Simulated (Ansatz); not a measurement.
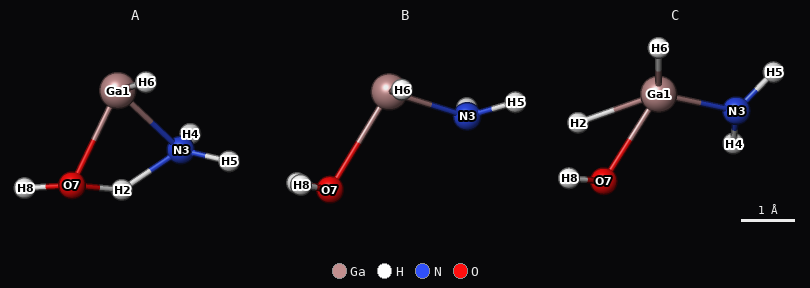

3 geometries from a converged minimum-energy path of GaNH₅O (multiplicity 2), shuffled. The picture is a ball-and-stick view, seen at a tilt.

Method: UKS LDA/def2-SVP (Ansatz 0.2.0). Set-up: 7 movable images; climbing image; force threshold 0.05 eV/Å; iteration limit 60; starting path through a guess of the saddle point.

Question: Which frame is the top of the path?

Answer: C. In order along the path, whose images run from 0 to 8: C (image 2, +0.44 eV), B (image 4, −0.25 eV), A (image 7, −0.72 eV). A hydrogen atom shifts from one atom to another. Breaking: Ga1–H2 (1.59 → 1.78 at the top → 2.32 Å). Forming: H2–N3 (2.94 → 3.02 at the top → 1.05 Å).

Cost: 2.8 min on 2 threads of Arm Neoverse V2, with other jobs on the host, peak memory 0.17 GiB.
